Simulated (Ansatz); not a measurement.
## CH₇GaO: nudged elastic band

- system: CH₇GaO
- method: RKS BLYP/def2-SVP (Ansatz 0.2.0)

It belongs to a series of runs on one base structure; here: band between the two ends. Figures and captions count atoms from 1; the log counts them from 0 in places.

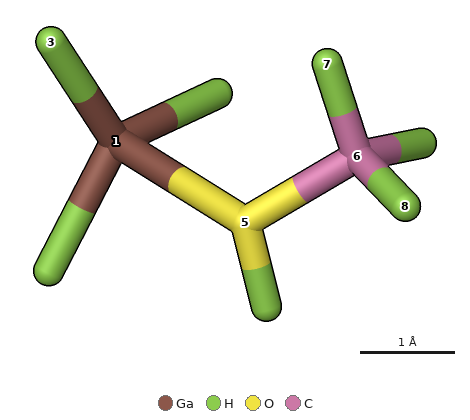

Fig. 1: The input geometry (stick view, seen at a tilt; atoms are numbered from 1 in the order of the input). Sticks mark near contacts.

The input:
```yaml
crystal:
  periodic: [false, false, false]
  atoms:
    - { symbol: Ga, position_ang: [0.110908, 0.056494, -0.022789] }
    - { symbol: H, position_ang: [-0.035115, 0.871432, 1.339368] }
    - { symbol: H, position_ang: [1.550953, -0.192346, -0.644802] }
    - { symbol: H, position_ang: [-1.159863, -0.022522, -0.986443] }
    - { symbol: O, position_ang: [-0.149261, -1.896677, 0.961366] }
    - { symbol: C, position_ang: [-0.490752, -3.070583, 0.187857] }
    - { symbol: H, position_ang: [0.286823, -3.170567, -0.592069] }
    - { symbol: H, position_ang: [-0.475305, -3.972725, 0.833503] }
    - { symbol: H, position_ang: [-1.482196, -2.967398, -0.302851] }
    - { symbol: H, position_ang: [-0.788093, -1.784309, 1.69426] }
basis:
  gaussian: { orbitals: def2-SVP }
hamiltonian:
  xc: blyp
neb:
  order_check: false
  images: 5
  f_tol: 0.05
  max_iterations: 60
  final_atoms:
    - { symbol: Ga, position_ang: [-0.11377914, -0.30421327, -1.12770488] }
    - { symbol: H, position_ang: [0.40795375, -0.98405992, 3.42082852] }
    - { symbol: H, position_ang: [0.53371747, 1.05834424, -0.70059013] }
    - { symbol: H, position_ang: [-0.74417507, -0.78919884, -2.49367821] }
    - { symbol: O, position_ang: [-0.11981677, -1.5223227, 0.22190353] }
    - { symbol: C, position_ang: [-0.62466437, -2.84933645, 0.1290584] }
    - { symbol: H, position_ang: [0.19291637, -3.58540652, 0.30450163] }
    - { symbol: H, position_ang: [-1.39905228, -3.01694956, 0.9119701] }
    - { symbol: H, position_ang: [-1.08475571, -3.08190026, -0.86127301] }
    - { symbol: H, position_ang: [0.31975476, -1.07415773, 2.66238405] }
  initial_path:
    images:
      - { positions_ang: [[0.110908, 0.056494, -0.022789], [-0.035115, 0.871432, 1.339368], [1.550953, -0.192346, -0.644802], [-1.159863, -0.022522, -0.986443], [-0.149261, -1.896677, 0.961366], [-0.490752, -3.070583, 0.187857], [0.286823, -3.170567, -0.592069], [-0.475305, -3.972725, 0.833503], [-1.482196, -2.967398, -0.302851], [-0.788093, -1.784309, 1.69426]] }
      - { positions_ang: [[0.03814798, 0.03740326, -0.04268454], [-0.07727029, 0.6149021, 1.50424982], [1.45746239, -0.1099514, -0.7075075], [-1.25354144, -0.06178396, -0.95734928], [-0.06599585, -1.90872954, 0.86993281], [-0.47841714, -3.0818882, 0.16096464], [0.28931461, -3.42168712, -0.34785998], [-0.76966921, -3.7840263, 0.78064358], [-1.2317646, -2.94498214, -0.51793297], [-0.54016744, -1.4884577, 1.72494342]] }
      - { positions_ang: [[-0.03461205, 0.01831252, -0.06258008], [-0.11942558, 0.3583722, 1.66913164], [1.36397177, -0.0275568, -0.770213], [-1.34721988, -0.10104591, -0.92825557], [0.0172693, -1.92078207, 0.77849963], [-0.46608229, -3.09319339, 0.13407228], [0.29180622, -3.67280724, -0.10365097], [-1.06403342, -3.59532761, 0.72778416], [-0.9813332, -2.92256629, -0.73301494], [-0.29224188, -1.19260641, 1.75562685]] }
      - { positions_ang: [[-0.10737207, -0.00077822, -0.08247562], [-0.16158087, 0.10184229, 1.83401347], [1.27048116, 0.0548378, -0.8329185], [-1.44089831, -0.14030787, -0.89916185], [0.10053445, -1.93283461, 0.68706644], [-0.45374743, -3.10449859, 0.10717991], [0.29429783, -3.92392736, 0.14055805], [-1.35839763, -3.40662891, 0.67492474], [-0.7309018, -2.90015043, -0.94809691], [-0.04431632, -0.89675511, 1.78631027]] }
      - { positions_ang: [[-0.10950776, -0.10192323, -0.43088537], [0.02826401, -0.26012511, 2.36295182], [1.02489326, 0.38933994, -0.78880904], [-1.20865723, -0.35660486, -1.43066731], [0.02708404, -1.79599731, 0.53201213], [-0.51071974, -3.01944454, 0.11447274], [0.26050401, -3.81108708, 0.19520591], [-1.37194918, -3.2767358, 0.75393986], [-0.8488531, -2.96073371, -0.91915561], [0.07704071, -0.95588931, 2.07833486]] }
      - { positions_ang: [[-0.11164345, -0.20306825, -0.77929513], [0.21810888, -0.62209251, 2.89189017], [0.77930536, 0.72384209, -0.74469959], [-0.97641615, -0.57290185, -1.96217276], [-0.04636637, -1.65916, 0.37695783], [-0.56769206, -2.93439049, 0.12176557], [0.22671019, -3.6982468, 0.24985377], [-1.38550073, -3.14684268, 0.83295498], [-0.96680441, -3.02131699, -0.89021431], [0.19839773, -1.01502352, 2.37035946]] }
      - { positions_ang: [[-0.11377914, -0.30421327, -1.12770488], [0.40795375, -0.98405992, 3.42082852], [0.53371747, 1.05834424, -0.70059013], [-0.74417507, -0.78919884, -2.49367821], [-0.11981677, -1.5223227, 0.22190353], [-0.62466437, -2.84933645, 0.1290584], [0.19291637, -3.58540652, 0.30450163], [-1.39905228, -3.01694956, 0.9119701], [-1.08475571, -3.08190026, -0.86127301], [0.31975476, -1.07415773, 2.66238405]] }
```

Launch command:
```bash
ansatz run input.yaml --threads 2 --pin off --max-ram 3072MiB --backend cpu --events-out ev --progress --plain --runs-dir out
```

The program's output:
```
Engine: ansatz 0.2.0, aarch64-unknown-linux-gnu
Functional definition: BLYP
  parameter beta = 0.0042
  parameter a = 0.04918
  parameter b = 0.132
  parameter c = 0.2533
  parameter d = 0.349
  exchange = b88_x(beta = beta)
  correlation = lyp_c(a = a, b = b, c = c, d = d)
1062 factors; their error is unknown
mean field evaluation 1: about -55560.4984 eV, gradient 5.7e1 eV
mean field evaluation 2: about -55549.3930 eV, gradient 9.7e1 eV
mean field evaluation 4: about -55566.7424 eV, gradient 5.9e0 eV
mean field evaluation 8: about -55566.8056 eV, gradient 7.2e-2 eV
mean field evaluation 16: about -55566.7638 eV, gradient 5.2e-5 eV
mean field -55566.76376604 eV, -2042.0409038967 hartree, gradient 5.2e-5 eV, S^2 0.000000; 0 other end points of the search recorded, 0 dependent functions left out
the calculation of the forces begins
reference -55566.76411074 eV, -2042.0409165642 hartree; 26, 26 occupied and 69, 69 virtual orbitals, 1062 factors
1062 factors; their error is unknown
mean field evaluation 32: about -55566.7198 eV, gradient 4.2e-5 eV
mean field -55566.71984716 eV, -2042.0392899075 hartree, gradient 4.2e-5 eV, S^2 0.000000; 0 other end points of the search recorded, 0 dependent functions left out
[... from here on the field's lines of each further geometry are left out, up to the last ...]
NEB iter   1: max|band force component| = 6.409e0 eV/Å  barrier→ = 2.2596 eV  barrier← = 2.2157 eV  Δτ_max = 0.2000 Å  (183 SCF iters)
NEB iter   2: max|band force component| = 3.213e0 eV/Å  barrier→ = 1.1329 eV  barrier← = 1.0890 eV  Δτ_max = 0.2000 Å  (153 SCF iters)
NEB iter   3: max|band force component| = 1.595e0 eV/Å  barrier→ = 0.7702 eV  barrier← = 0.7262 eV  Δτ_max = 0.1997 Å  (152 SCF iters)
NEB iter   4: max|band force component| = 8.733e-1 eV/Å  barrier→ = 0.4353 eV  barrier← = 0.3914 eV  Δτ_max = 0.2000 Å  (144 SCF iters)
NEB iter   5: max|band force component| = 1.530e0 eV/Å  barrier→ = 0.4049 eV  barrier← = 0.3609 eV  Δτ_max = 0.0999 Å  (147 SCF iters)
NEB iter   6: max|band force component| = 5.107e-1 eV/Å  barrier→ = 0.4188 eV  barrier← = 0.3749 eV  Δτ_max = 0.1993 Å  (141 SCF iters)
NEB iter   7: max|band force component| = 4.813e-1 eV/Å  barrier→ = 0.4934 eV  barrier← = 0.4495 eV  CI = image 3  Δτ_max = 0.1793 Å  (138 SCF iters)
NEB iter   8: max|band force component| = 4.985e-1 eV/Å  barrier→ = 0.5108 eV  barrier← = 0.4669 eV  CI = image 3  Δτ_max = 0.2000 Å  (141 SCF iters)
NEB iter   9: max|band force component| = 8.997e-1 eV/Å  barrier→ = 0.5814 eV  barrier← = 0.5374 eV  CI = image 3  Δτ_max = 0.1000 Å  (139 SCF iters)
NEB iter  10: max|band force component| = 6.700e-1 eV/Å  barrier→ = 0.6494 eV  barrier← = 0.6055 eV  CI = image 3  Δτ_max = 0.1989 Å  (140 SCF iters)
NEB iter  11: max|band force component| = 1.067e0 eV/Å  barrier→ = 0.8530 eV  barrier← = 0.8091 eV  CI = image 3  Δτ_max = 0.1008 Å  (155 SCF iters)
NEB iter  12: max|band force component| = 5.937e-1 eV/Å  barrier→ = 0.9121 eV  barrier← = 0.8682 eV  CI = image 3  Δτ_max = 0.1965 Å  (138 SCF iters)
NEB iter  13: max|band force component| = 6.346e-1 eV/Å  barrier→ = 0.9740 eV  barrier← = 0.9301 eV  CI = image 3  Δτ_max = 0.1018 Å  (138 SCF iters)
NEB iter  14: max|band force component| = 2.462e-1 eV/Å  barrier→ = 0.9374 eV  barrier← = 0.8935 eV  CI = image 3  Δτ_max = 0.0721 Å  (138 SCF iters)
NEB iter  15: max|band force component| = 1.645e-1 eV/Å  barrier→ = 0.9254 eV  barrier← = 0.8815 eV  CI = image 3  Δτ_max = 0.0690 Å  (140 SCF iters)
NEB iter  16: max|band force component| = 1.343e-1 eV/Å  barrier→ = 0.9224 eV  barrier← = 0.8785 eV  CI = image 3  Δτ_max = 0.2000 Å  (140 SCF iters)
NEB iter  17: max|band force component| = 9.962e-1 eV/Å  barrier→ = 0.9170 eV  barrier← = 0.8731 eV  CI = image 3  Δτ_max = 0.1027 Å  (156 SCF iters)
NEB iter  18: max|band force component| = 4.491e-1 eV/Å  barrier→ = 0.9118 eV  barrier← = 0.8679 eV  CI = image 3  Δτ_max = 0.1436 Å  (141 SCF iters)
NEB iter  19: max|band force component| = 6.468e-1 eV/Å  barrier→ = 0.9057 eV  barrier← = 0.8618 eV  CI = image 3  Δτ_max = 0.0722 Å  (139 SCF iters)
NEB iter  20: max|band force component| = 3.847e-2 eV/Å  barrier→ = 0.9032 eV  barrier← = 0.8592 eV  CI = image 3  Δτ_max = 0.0553 Å  (142 SCF iters)
NEB iter  21: max|band force component| = 8.403e-2 eV/Å  barrier→ = 0.9019 eV  barrier← = 0.8580 eV  CI = image 3  Δτ_max = 0.0517 Å  (28 SCF iters)
the calculation of the forces begins
reference -55566.66848851 eV, -2042.0374025122 hartree; 26, 26 occupied and 69, 69 virtual orbitals, 1062 factors
1062 factors; their error is unknown
mean field -55565.86236994 eV, -2042.0077782009 hartree, gradient 9.9e-6 eV, S^2 0.000000; 1 other end points of the search recorded, 0 dependent functions left out
the calculation of the forces begins
reference -55565.86270846 eV, -2042.0077906413 hartree; 26, 26 occupied and 69, 69 virtual orbitals, 1062 factors
NEB iter  22: max|band force component| = 1.995e-2 eV/Å  barrier→ = 0.9014 eV  barrier← = 0.8575 eV  CI = image 3  Δτ_max = 0.0000 Å  (274 SCF iters)
```

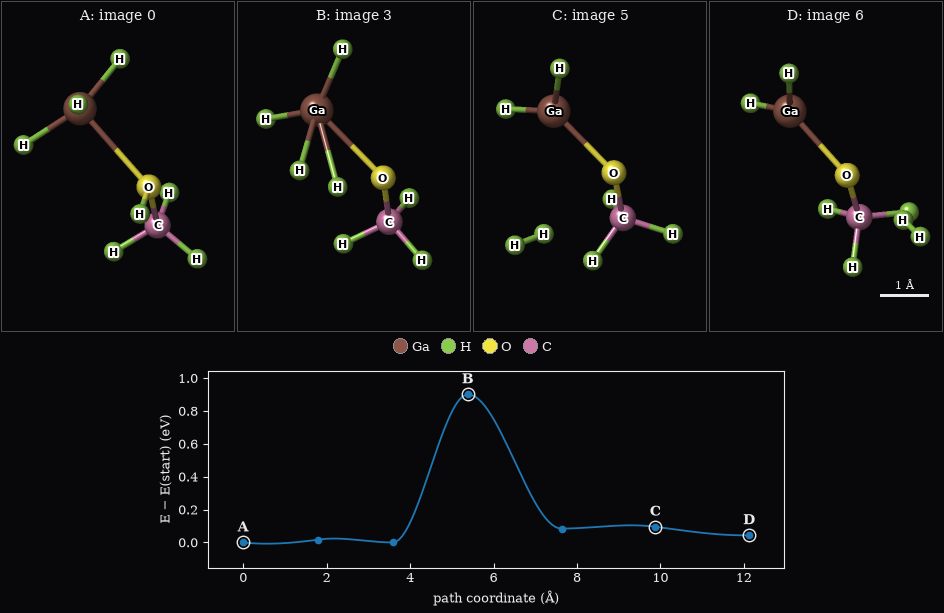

Fig. 2: Images of the last band (counted from 0; ball-and-stick, seen at a tilt) above the energy along the path; the line is a cubic interpolation that uses the forces. The highest image is number 3, 0.901 eV above the start and 0.857 eV above the end (the climbing image); the end lies 0.044 eV above the start. The path is 12.13 Å long. The band converged in 22 iterations.

```
Total energy: -55565.86270846 eV, -2042.0077906413 hartree
Atom 0 at    -0.130891    -0.113001    -0.187120 Å, force     0.000959     0.003322    -0.000438 eV/Å
Atom 1 at    -0.148329    -0.212315     1.684400 Å, force    -0.001805    -0.001119    -0.002418 eV/Å
Atom 2 at     1.132260     0.715804    -0.612251 Å, force    -0.000703     0.000962     0.000327 eV/Å
Atom 3 at    -1.630537    -0.043595    -0.663666 Å, force     0.000811    -0.002248    -0.001530 eV/Å
Atom 4 at     0.396359    -1.958360     0.387114 Å, force    -0.003287    -0.006561     0.004520 eV/Å
Atom 5 at    -0.421921    -3.107113     0.164436 Å, force     0.007902     0.012333     0.001792 eV/Å
Atom 6 at    -0.024284    -3.964258     0.749299 Å, force    -0.001429    -0.003459    -0.002340 eV/Å
Atom 7 at    -1.485432    -2.946837     0.461747 Å, force    -0.000558    -0.002808     0.000967 eV/Å
Atom 8 at    -0.409480    -3.391747    -0.911410 Å, force    -0.004431    -0.000391    -0.000197 eV/Å
Atom 9 at     0.090354    -1.127779     1.394851 Å, force     0.002542    -0.000031    -0.000683 eV/Å
Dipole moment:    -0.185343    -0.166200    -0.056492 e Å
this run last wrote the band of iteration 22 to [file]; this run last wrote the band within `neb.f_tol` of iteration 20 to [file]
```

The last band as extended XYZ (Å, eV, eV/Å):
```
10
Properties=species:S:1:pos:R:3:forces:R:3 image=0 energy=-55566.76377
Ga    0.1109    0.0565   -0.0228    0.0030   0.0103   0.0030
H    -0.0351    0.8714    1.3394    0.0015  -0.0028  -0.0070
H     1.5510   -0.1923   -0.6448   -0.0069  -0.0001   0.0022
H    -1.1599   -0.0225   -0.9864    0.0039  -0.0025   0.0034
O    -0.1493   -1.8967    0.9614   -0.0256   0.0115   0.0248
C    -0.4908   -3.0706    0.1879   -0.0030  -0.0133  -0.0172
H     0.2868   -3.1706   -0.5921   -0.0169  -0.0004   0.0207
H    -0.4753   -3.9727    0.8335   -0.0010   0.0039  -0.0138
H    -1.4822   -2.9674   -0.3029    0.0212  -0.0009   0.0136
H    -0.7881   -1.7843    1.6943    0.0237  -0.0058  -0.0298
10
Properties=species:S:1:pos:R:3:forces:R:3 image=1 energy=-55566.74608
Ga   -0.0704    0.1182   -0.0140    0.0117   0.0005  -0.0059
H     0.0488    0.8628    1.3890    0.0007   0.0014   0.0028
H     1.2735   -0.2128   -0.8066    0.0015  -0.0059   0.0023
H    -1.4308    0.1905   -0.8328    0.0045   0.0098  -0.0042
O    -0.4300   -1.8453    0.9003   -0.0120  -0.0046   0.0102
C    -0.4928   -3.0916    0.1723    0.0039   0.0070   0.0153
H     0.4976   -3.5901    0.1223    0.0092   0.0108  -0.0165
H    -1.2362   -3.7729    0.6360    0.0169  -0.0148   0.0085
H    -0.8221   -2.8444   -0.8532   -0.0145   0.0006   0.0082
H     0.0305   -1.9638    1.7541   -0.0219  -0.0048  -0.0206
10
Properties=species:S:1:pos:R:3:forces:R:3 image=2 energy=-55566.76322
Ga   -0.1459    0.1097    0.0618    0.0027  -0.0014   0.0058
H     0.1528    0.7452    1.4934    0.0003   0.0033  -0.0024
H     0.9689    0.1548   -1.0668   -0.0004  -0.0010  -0.0035
H    -1.6708   -0.0673   -0.3736   -0.0028   0.0015  -0.0003
O     0.1846   -1.9485    0.7807   -0.0037  -0.0075  -0.0027
C    -0.4129   -3.0796    0.1045    0.0018   0.0046  -0.0040
H    -0.0565   -4.0287    0.5543    0.0023  -0.0011   0.0009
H    -1.5218   -3.0363    0.1316   -0.0013  -0.0001  -0.0022
H    -0.0778   -3.0313   -0.9474    0.0009   0.0003   0.0008
H    -0.0526   -1.9671    1.7290    0.0001   0.0014   0.0077
10
Properties=species:S:1:pos:R:3:forces:R:3 image=3 energy=-55565.86237
Ga   -0.1309   -0.1130   -0.1871    0.0010   0.0033  -0.0004
H    -0.1483   -0.2123    1.6844   -0.0018  -0.0011  -0.0024
H     1.1323    0.7158   -0.6123   -0.0007   0.0010   0.0003
H    -1.6305   -0.0436   -0.6637    0.0008  -0.0022  -0.0015
O     0.3964   -1.9584    0.3871   -0.0033  -0.0066   0.0045
C    -0.4219   -3.1071    0.1644    0.0079   0.0123   0.0018
H    -0.0243   -3.9643    0.7493   -0.0014  -0.0035  -0.0023
H    -1.4854   -2.9468    0.4617   -0.0006  -0.0028   0.0010
H    -0.4095   -3.3917   -0.9114   -0.0044  -0.0004  -0.0002
H     0.0904   -1.1278    1.3949    0.0025   0.0000  -0.0007
10
Properties=species:S:1:pos:R:3:forces:R:3 image=4 energy=-55566.67906
Ga   -0.0797   -0.3988   -0.4994   -0.0013   0.0007  -0.0011
H    -0.1353    0.2117    2.6684    0.0004   0.0015  -0.0002
H     1.1693    0.5362   -0.6659   -0.0016  -0.0018   0.0036
H    -1.6275   -0.0800   -0.4600    0.0043  -0.0006   0.0006
O     0.3932   -2.1448   -0.3655   -0.0085  -0.0061  -0.0018
C    -0.5006   -3.2388   -0.2214    0.0067   0.0015  -0.0050
H    -0.2926   -3.7858    0.7267    0.0016   0.0034   0.0023
H    -1.5767   -2.9416   -0.2098   -0.0005   0.0005   0.0012
H    -0.3601   -3.9618   -1.0571   -0.0005   0.0005  -0.0001
H     0.3781   -0.3456    2.5513   -0.0006   0.0004   0.0004
10
Properties=species:S:1:pos:R:3:forces:R:3 image=5 energy=-55566.66814
Ga   -0.0131   -0.3462   -0.7882   -0.0058  -0.0052  -0.0079
H    -0.2179   -0.2390    2.9352    0.0034  -0.0054   0.0018
H     1.1896    0.6562   -0.6830   -0.0090   0.0007   0.0062
H    -1.4500   -0.1870   -1.4286    0.0167  -0.0033  -0.0220
O     0.3823   -1.9518   -0.0339    0.0036   0.0150  -0.0001
C    -0.4707   -3.0894    0.0011   -0.0085  -0.0095   0.0064
H     0.1500   -4.0085    0.0861    0.0084  -0.0005  -0.0092
H    -1.1510   -3.0659    0.8836    0.0078  -0.0009   0.0205
H    -1.1069   -3.1978   -0.9084   -0.0129   0.0176   0.0028
H     0.0557   -0.7197    2.4034   -0.0034  -0.0084   0.0015
10
Properties=species:S:1:pos:R:3:forces:R:3 image=6 energy=-55566.71985
Ga   -0.1138   -0.3042   -1.1277   -0.0031  -0.0135  -0.0094
H     0.4080   -0.9841    3.4208    0.0000  -0.0010  -0.0097
H     0.5337    1.0583   -0.7006   -0.0010   0.0032   0.0022
H    -0.7442   -0.7892   -2.4937    0.0043   0.0038   0.0124
O    -0.1198   -1.5223    0.2219    0.0004   0.0015  -0.0089
C    -0.6247   -2.8493    0.1291   -0.0166  -0.0089   0.0000
H     0.1929   -3.5854    0.3045   -0.0125   0.0086   0.0015
H    -1.3991   -3.0170    0.9120    0.0169  -0.0036  -0.0167
H    -1.0848   -3.0819   -0.8613    0.0109   0.0090   0.0194
H     0.3198   -1.0742    2.6624    0.0008   0.0009   0.0091
```

Summary:

- outcome: converged
- barrier, forward: 0.901 eV
- barrier, backward: 0.858 eV
- hardware: 2 threads of Arm Neoverse V1, 24 GiB of memory available, shared host
- wall time: 3 min (CPU time 5.7 min)
- peak memory: 0.14 GiB

The order of the saddle point was not checked.
